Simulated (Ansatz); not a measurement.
# H2NSi2 (doublet): what the fields show

Input

```
crystal:
  periodic: [false, false, false]
  atoms:
    - {symbol: "N", position_ang: [-1.038939, 0.307180, 0.367062]}
    - {symbol: Si, position_ang: [-2.401691, 0.826168, -0.270828]}
    - {symbol: Si, position_ang: [0.477309, -0.104548, 1.029169]}
    - {symbol: H, position_ang: [1.197719, -1.141666, 0.227287]}
    - {symbol: H, position_ang: [0.393432, -0.496684, 2.470279]}
basis:
  gaussian: {orbitals: def2-TZVPD}
magnetization: {spin_polarized: true, initial_magnetization: 1}
hamiltonian: {xc: {name: PBE0}}
output: {forces: true, orbitals: {seedname: orbitals}}
```

Run with:

```sh
ansatz run input.yaml --threads 1 --pin off --max-ram 2610MiB --events-out events.jsonl --progress --plain --runs-dir runs
```

Geometry: r2SCAN-D4/def2-SVP.

Level of theory: Ansatz, isolated molecule in a Gaussian basis; Kohn-Sham density functional theory, functional PBE0.

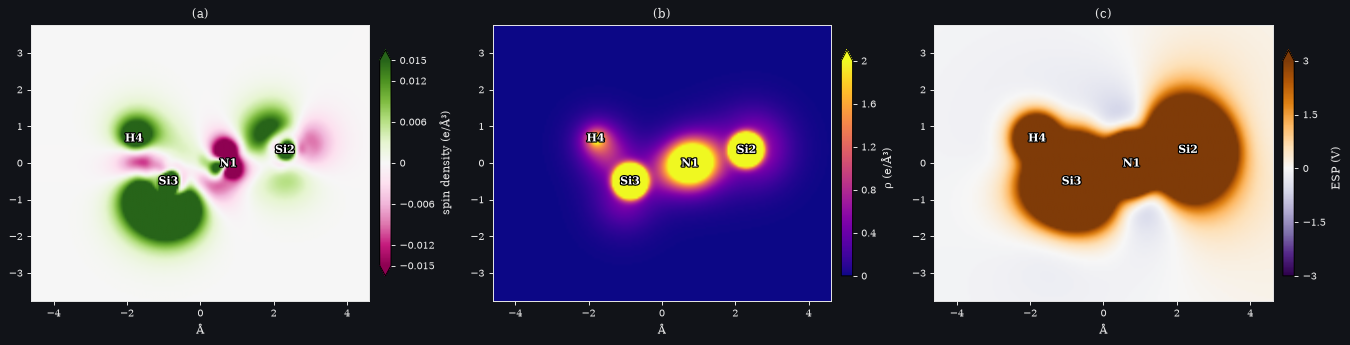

Figure 1. (a) spin density; (b) total electron density; (c) molecular electrostatic potential on the plane of atoms N1, Si3 and H4.

### Read the bonding off the picture.

The plane passes through N, Si and H nuclei. Si–N (1.59 Å): ρ is about 1.3 e/Å³ halfway. Si–H (1.50 Å): the density is about 0.79 e/Å³ at the midpoint. Si–N (1.70 Å): ρ is about 1.1 e/Å³ halfway. The unpaired spin (1 electron) lies mostly on Si3 (about 0.7) and Si2 (about 0.2), in electrons by Hirshfeld's partition. Outside the dense part of the molecule the potential is most negative (−0.6 V) near N1.

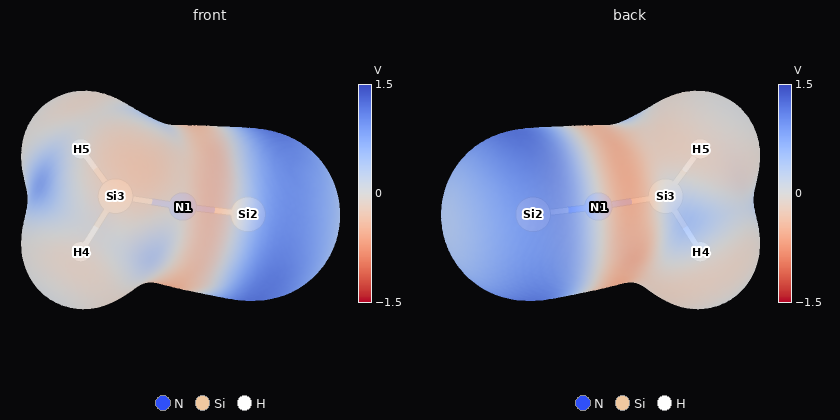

Figure 2. The electrostatic potential painted on the density surface at 0.002 e/bohr³, seen from the front and from behind; red is negative and blue positive.

### Which sites attract a positive test charge, and which a negative one?

A positive charge is drawn to the negative regions and a negative charge to the positive ones. The most negative region (about −0.5 V) lies over N1, the most positive (about +1.2 V) over Si2.

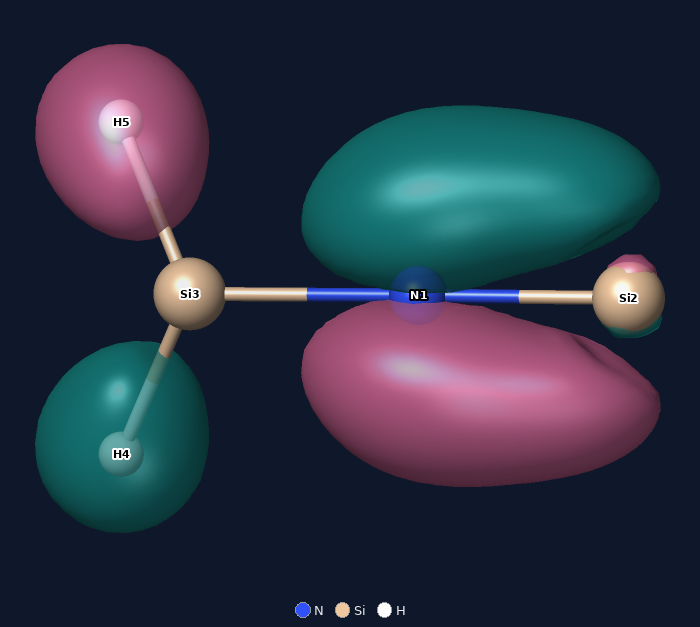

Figure 3. The HOMO−1 (α) at ±0.15 Å⁻³ᐟ² (teal and pink are the two phases), seen at a tilt.

### Describe this orbital and give its energy.

It lies mainly on N1 (about 45 %), Si2 (about 25 %), Si3 (about 15 %), H4 (about 10 %) and H5 (about 10 %). Its energy is −8.13 eV.
